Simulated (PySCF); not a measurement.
# Cl2H5N2Si2 (SMILES [NH][Si](Cl)(Cl)N[SiH3]) (doublet): what the fields show

```xyz
11

Si    0.7501   -0.8838   -0.9584
N    -0.7470   -0.0934   -0.8086
Si   -1.2917    0.8150    0.5994
Cl    0.5017   -2.7421   -1.8142
Cl    2.1233    0.1304   -2.1163
N     1.4155   -0.9221    0.6506
H    -1.4036   -0.1648   -1.5801
H    -1.5959   -0.0665    1.7634
H    -2.5486    1.4987    0.1716
H    -0.2816    1.8323    1.0036
H     2.2007   -1.5694    0.7838
```

Geometry: PBE0-D3(BJ)/def2-SVP.

Level of theory: PySCF, UKS B3LYP, IGLO-III on Cl N Si, pcH-1 on H, non-relativistic, mean-field spin-orbit, GIAO.

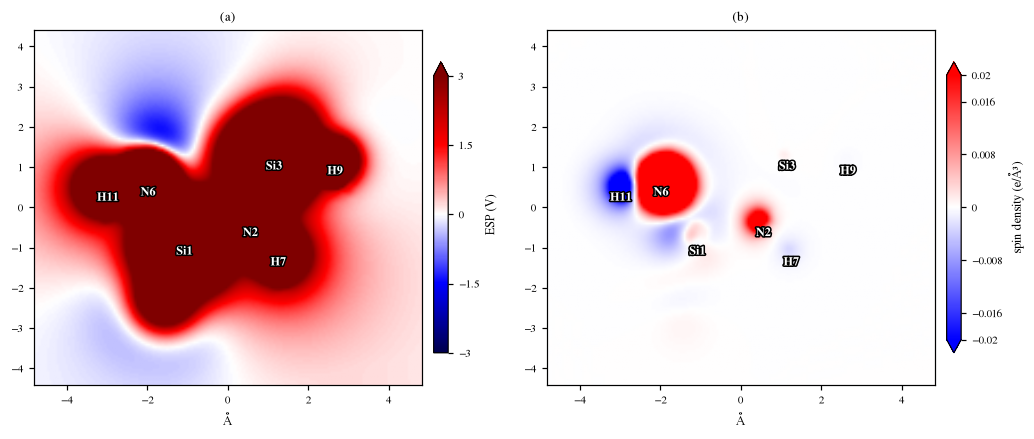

Figure 1. (a) molecular electrostatic potential; (b) spin density (α minus β) on the plane of atoms N2, Si3 and H9.

Q: What do the fields say about this system?

A: Atoms in the plane: Si, N and H. The unpaired spin (1 electron) lies mostly on N6 (about 0.8), in electrons by Hirshfeld's partition. Outside the dense part of the molecule the potential is most negative (−1.4 V) near N6.

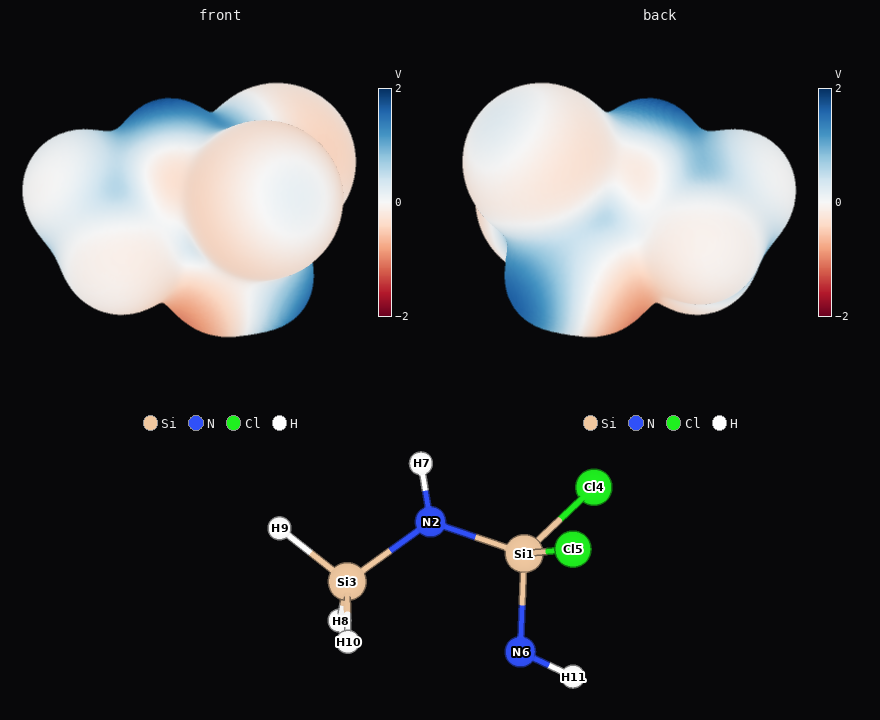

Figure 2. The molecular electrostatic potential painted on the density surface at 0.001 e/bohr³, seen from the front and from behind; the colour scale runs from red (negative) to blue (positive). The bare structure is drawn below in the same view.

Q: Describe the electrostatic potential map.

A: The most negative region (about −0.9 V) lies over N6, the most positive (about +1.7 V) over H7.
